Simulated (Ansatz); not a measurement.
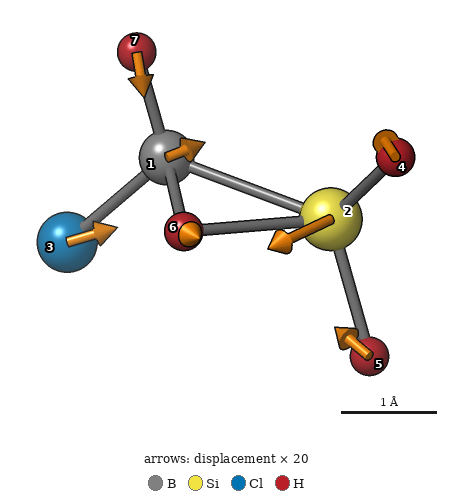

This is a relaxation of BSiH4Cl. The starting structure is drawn; orange arrows show the displacements, 20 times their true length. The two geometries are superimposed by the best rigid fit.

A ball-and-stick model, seen at a tilt.

It is one of the separated reactants of a reaction.

All numbers below come from Ansatz, RKS PBE0-D4/def2-TZVP.

Input
```yaml
crystal:
  periodic: [false, false, false]
  atoms:
    - {symbol: B, position_ang: [0.890498, -0.075841, 0.172412]}
    - {symbol: Si, position_ang: [-0.810244, -0.019481, -0.740435]}
    - {symbol: Cl, position_ang: [1.876738, 1.377654, 0.479191]}
    - {symbol: H, position_ang: [-1.708567, -1.225355, -0.697773]}
    - {symbol: H, position_ang: [-1.621876, 1.239771, -0.877949]}
    - {symbol: H, position_ang: [-0.365614, 0.034297, 0.876153]}
    - {symbol: H, position_ang: [1.322106, -1.175848, 0.451088]}
basis:
  gaussian: {orbitals: def2-TZVP}
hamiltonian: {xc: pbe0, dispersion: d4}
relax: {f_tol: 0.005, max_steps: 200}
```

Launched with:
```bash
ansatz run in.yaml --threads 2 --pin off --events-out ev --progress --plain --max-ram 4352MiB
```

Question: Which element moves most?

Answer: Silicon: up to 0.048 Å, against 0.035 Å for hydrogen.

Question: What happened in the run?

Answer: Over 8 geometry steps the energy falls by 2.63 kJ/mol. Largest force component: 0.47 eV/Å at the start, 0.0038 eV/Å at the end. The largest move after the best rigid fit is that of Si2, 0.048 Å. Largest moves by element: Si 0.048 Å, H 0.035 Å, Cl 0.029 Å, B 0.024 Å. Near-neighbour distances that change, for instance: Si2–H6 1.677 → 1.633 Å, B1–Si2 1.931 → 1.903 Å, B1–H6 1.444 → 1.471 Å, Si2–H4 1.504 → 1.482 Å. Cost: 15 s on 2 threads of Intel Xeon 6975P-C (shared host).
